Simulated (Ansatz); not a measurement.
## Electronic structure of ClF3H2OW···H2O in real space

```yaml
atoms:
  - { symbol: W, position_ang: [0.1978, 0.3763, -0.2659] }
  - { symbol: O, position_ang: [0.3151, -0.3920, 2.7617] }
  - { symbol: H, position_ang: [-0.6353, -0.2515, 2.9379] }
  - { symbol: O, position_ang: [1.9568, -0.2880, -0.1007] }
  - { symbol: H, position_ang: [2.1302, -1.2494, -0.1615] }
  - { symbol: F, position_ang: [-0.3245, 1.7925, -1.3841] }
  - { symbol: F, position_ang: [-1.5346, 0.4746, 0.4719] }
  - { symbol: F, position_ang: [-0.2341, -1.4616, -0.1945] }
  - { symbol: H, position_ang: [0.4545, -0.1279, -1.8642] }
  - { symbol: Cl, position_ang: [1.1247, 2.1782, 0.9859] }
  - { symbol: H, position_ang: [0.6940, 0.5147, 2.8954] }
```

Core potentials replace the inner electrons of W; not at a stationary point (largest force 0.7 eV/Å).

These are results of RKS PBE-D4/def2-SVP (Ansatz), not measurements.

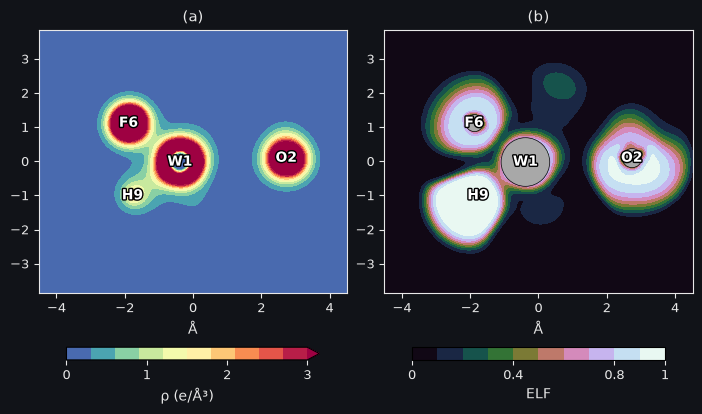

Figure 1. (a) electron density; (b) ELF on the plane of atoms F6, W1 and H9. Grey discs cover the atomic cores in the ELF map.

**Describe what can be read from this map.**

Atoms in the plane: W, O, F and H.
W1···O2 (3.13 Å): the density falls to about 0.09 e/Å³ on the way; the ELF dips to about 0.05 between them.
W–F (1.88 Å): the density is about 1.1 e/Å³ at the midpoint; the ELF peaks at about 0.80 in the valence shell of F, 0.5 Å from its nucleus, and drops to about 0.25 between the two atoms.
W–H (1.70 Å): ρ at the midpoint is about 1.6 e/Å³; the ELF climbs to about 1 towards the hydrogen.
The ELF also peaks beside O2, away from the bonds: lone-pair regions.

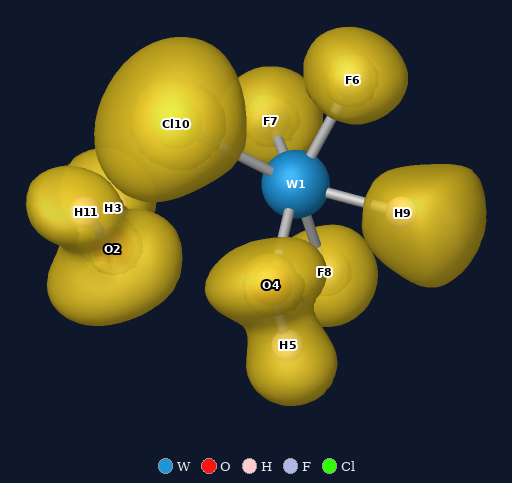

Figure 2. Isosurface of the electron localisation function at 0.75 (yellow), seen at a tilt. Only the valence region is drawn (cores and ρ < 0.01 e/Å³ removed).

**Describe the localisation domains.**

At this value the surface marks out one region around a hydrogen nucleus, one region wrapped around Cl (its valence shell), three regions wrapped around F (the valence shell of each) and two joined regions spread over several atoms (H, O), in which their bonds and any lone pairs are merged.

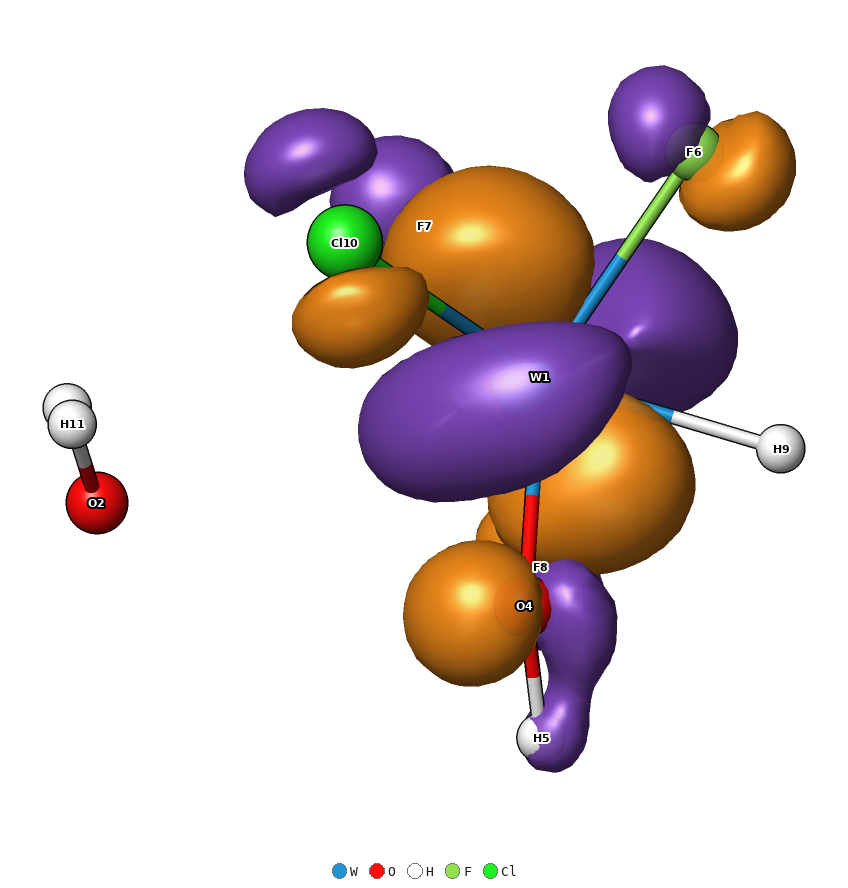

Figure 3. One frontier orbital at ±0.15 Å⁻³ᐟ² (orange and purple are the two phases), seen across its widest extent.

**Which orbital is it: HOMO or LUMO?**

The LUMO, at −4.68 eV. By Hirshfeld shares it lies mainly on W1 (about 65 %), O4 (about 10 %), Cl10 (about 10 %) and F7 (about 5 %).
